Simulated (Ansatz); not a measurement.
Consider Zn3Sb4O6F6 (I-43m).

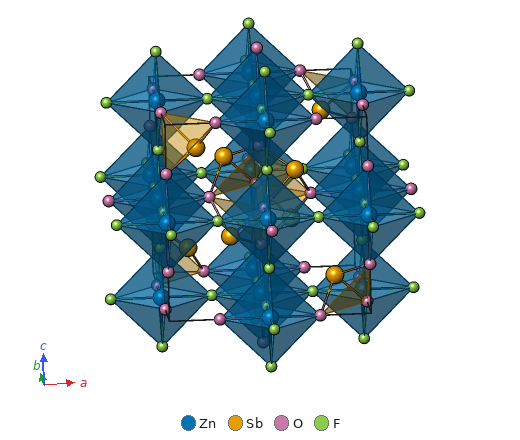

The structure (zinc blue, antimony orange, oxygen pink, fluorine green). Some periodic images of atoms are drawn too.

```
Zn Sb O F
1.0
    -4.06455    4.06455    4.06455
     4.06455   -4.06455    4.06455
     4.06455    4.06455   -4.06455
Zn Sb O F
3 4 6 6
Direct
  0.00000 0.50000 0.50000
  0.50000 0.00000 0.50000
  0.50000 0.50000 0.00000
  0.32634 0.00000 0.00000
  0.00000 0.00000 0.32634
  0.00000 0.32634 0.00000
  0.67366 0.67366 0.67366
  0.00000 0.74882 0.74882
  0.25118 0.00000 0.25118
  0.00000 0.25118 0.25118
  0.74882 0.00000 0.74882
  0.25118 0.25118 0.00000
  0.74882 0.74882 0.00000
  0.25000 0.75000 0.50000
  0.75000 0.25000 0.50000
  0.50000 0.25000 0.75000
  0.50000 0.75000 0.25000
  0.75000 0.50000 0.25000
  0.25000 0.50000 0.75000
```

Geometry: measured cell, ions relaxed with PBE. The runs that relaxed it are not among those shown. Spin-orbit coupling is left out unless a run names it.

Gaps computed with Ansatz 0.2.0 without a self-energy: LDA 2.73 eV, PBEsol 2.73 eV, PBE 2.82 eV, r2SCAN 3.29 eV and HSE06 4.49 eV.

Q: What gap should G0W0 on PBE give (4×4×4 mesh, 1010 empty bands, screening to 140 eV, PAW set soft_1 files)?

About 4.87 eV: on its mesh the run moves the gap from 2.82 eV by +2.05 eV. Among the scalar-relativistic levels given, HSE06 is nearest (−0.38 eV). Bands and cutoff are finite, so the gap is not at the basis limit. The miss can reach some tenths of an eV and take either sign; the mesh is an error of its own. A d shell, filled or nearly so, lies near the gap. One-shot GW converges very slowly in bands there, not always from below, and on a semilocal start the gap tends to come out low; starts rich in exact exchange can overshoot instead. The many-body steps are scalar-relativistic: spin-orbit coupling is not in them.

[Paths, hosts, dates, memory and timing lines, banners, echoed tables and standing remarks are left out of the program output.]

[Logs are printed without paths, hosts, clocks, repeated set-up lines and the standing remarks that a program may print on its own settings, such as how far it seeks lower states.]

[Runs of the session that timed out or met a known fault of the program may be left out.]

[Cells called generated may have been cut or substituted from an entry of the Crystallography Open Database or the Materials Project.]

[Hosts, paths, dates, database ids (printed as entryN), source tags and the programs' standing remarks are cut or masked in the printed files.]
